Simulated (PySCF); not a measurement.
## A study: Cl4Zr, SMILES `Cl[Zr](Cl)(Cl)Cl`

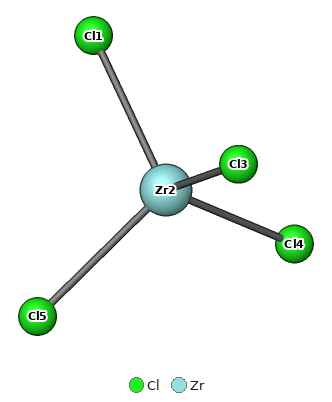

The molecule, with its atoms numbered as below. No frequency check shows the geometry to be a minimum.

Cartesian coordinates (Å):

```
Cl1     -1.2732    1.2996   -1.3254
Zr2     -0.0008    0.0001   -0.0004
Cl3      1.2741    1.2993    1.3262
Cl4      1.3275   -1.2994   -1.2725
Cl5     -1.3265   -1.2998    1.2725
```

## 1. Bonding charge

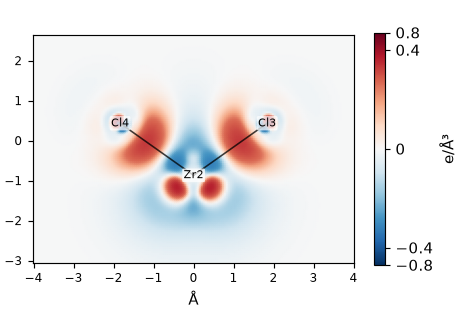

Deformation density (molecule less spherical, spin-averaged free atoms) in the plane of Zr2, Cl3 and Cl4; colour scale in e/Å³, logarithmic beyond ±0.1; red: gain, blue: loss.

Level of theory: TPSS/def2-TZVP (PySCF), at a geometry from GFN2-xTB. Core potentials replace the inner electrons of Zr; spin–orbit coupling isn't included. This is a single-reference result, which may miss multireference character in this system.

**Describe the bonding that the map shows.**

Zr2–Cl4 and Zr2–Cl3: +0.10 e/Å³ at the bond critical point (bond length 2.25 Å, Mayer order 1.1). In all, 1.1 electrons gather in the regions of gain relative to the promolecule. A small or negative value marks a very polar bond, one between electron-rich atoms, whose free-atom densities already overlap strongly, a long bond to a heavier atom, or a closed-shell contact such as a hydrogen bond.

**Where do the Hirshfeld charges lie?**

The highest Hirshfeld charge is on Zr2 (+0.53 e), the lowest on Cl1, Cl3, Cl4 and Cl5 (−0.13 e).

| atom | charge (e) |
| --- | --- |
| Cl1 | −0.13 |
| Zr2 | +0.53 |
| Cl3 | −0.13 |
| Cl4 | −0.13 |
| Cl5 | −0.13 |

## 2. Bond critical points

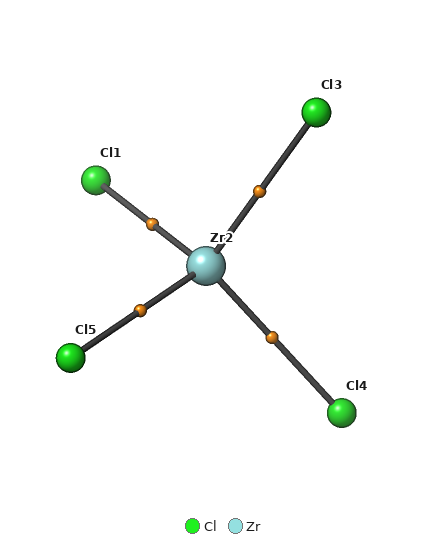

Molecular graph of the electron density (QTAIM): bond paths, bond critical points (orange), ring points (yellow, if any); weak paths are dashed.

**How many critical points of each kind are there, and does the count close?**

5 nuclei, 4 bond, 0 ring and 0 cage critical points: 5 − 4 + 0 − 0 = 1, as the Poincaré–Hopf relation requires.

**Give the properties at the bond critical points.**

```json
{"bond": "Cl1–Zr2 (4 alike)", "length (Å)": "2.250", "ρ (a.u.)": "0.106", "∇²ρ (a.u.)": "+0.28", "ε": "0.00", "H (a.u.)": "−0.036"}
```

**What kind of interaction is Cl1–Zr2?**

Polar or intermediate (positive Laplacian, negative energy density H): ρ = 0.106, ∇²ρ = +0.28, H = −0.036 a.u.

## 3. Local ionisation energy

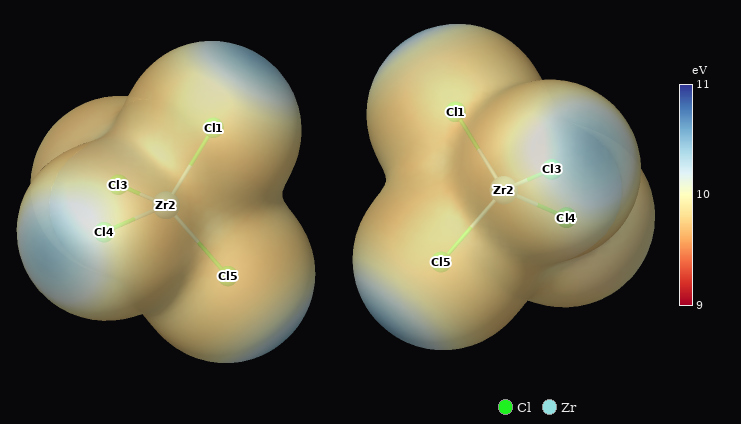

Average local ionisation energy on the surface of electron density 0.001 a.u. (back view left, front view right).

**Locate the minima of the map.**

The lowest value is 9.7 eV, near Cl5 (2.35 Å), Zr2 (2.51 Å) and Cl4 (2.52 Å), and at like points elsewhere. Further minima include 9.7 eV, 2.1 Å from Cl4, and at like points elsewhere. For comparison, the highest occupied orbital lies at −8.5 eV.

## 4. In an electric field

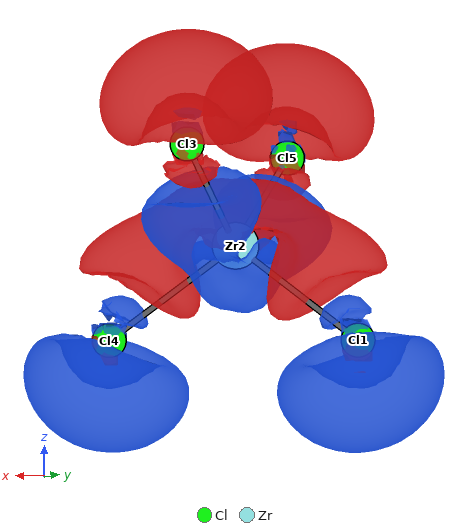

Change of the electron density in a uniform field of 0.51 V/Å, surfaces at ±0.004 e/Å³ (red: gain, blue: loss).

PySCF calculation, PBE/def2-SVPD, gas phase; geometry: GFN2-xTB. Core potentials replace the inner electrons of Zr; spin–orbit coupling isn't included. This is a single-reference result, which may miss multireference character in this system.

**Along which Cartesian direction does the field point?**

Along −z: electrons gather on the +z side, against the field.

**What dipole is induced, and what polarisability does it imply?**

The induced dipole is 2.46 D (along the field); α along this axis, from the fields in both directions, is 97 bohr³ (14.4 Å³).

**Which atoms gain and lose the most charge?**

Electrons gather most on Cl3 and Cl5 alike (Hirshfeld charge changes by −0.042 e) and leave Cl1 and Cl4 alike most (+0.043 e); 0.184 electrons are displaced in all.

## 5. Localised orbitals

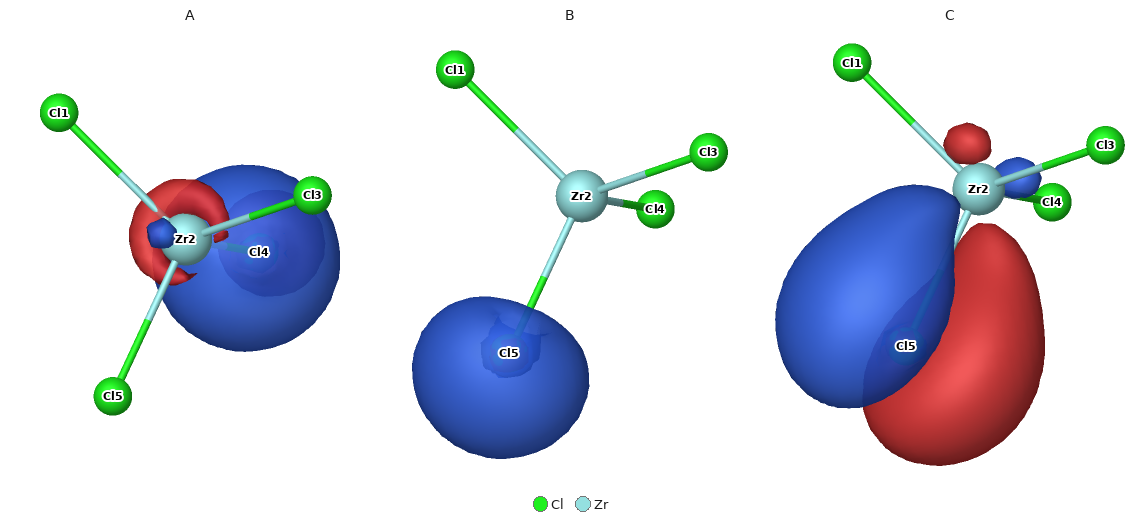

Pipek–Mezey orbitals, occupied; each surface holds about 85 % of the orbital's density. Energies are diagonal elements of the Fock matrix.

PySCF calculation, B3LYP/def2-TZVP, gas phase; geometry: GFN2-xTB. Core potentials replace the inner electrons of Zr; spin–orbit coupling isn't included. This is a single-reference result, which may miss multireference character in this system.

**Name the orbitals, with their atomic make-up and energies.**

By panel:
- A: pair mostly on Cl4, shared in part with Zr2 (Cl4 86 %, Zr2 13 %; −15.2 eV)
- B: lone pair on Cl5 (s-type) (Cl5 99 %; −19.1 eV)
- C: lone pair on Cl5 (p-type) (Cl5 97 %; −10.1 eV)

**Which has the smallest and which the largest spatial spread?**

Smallest: B (0.89 Å); largest: C (1.18 Å).
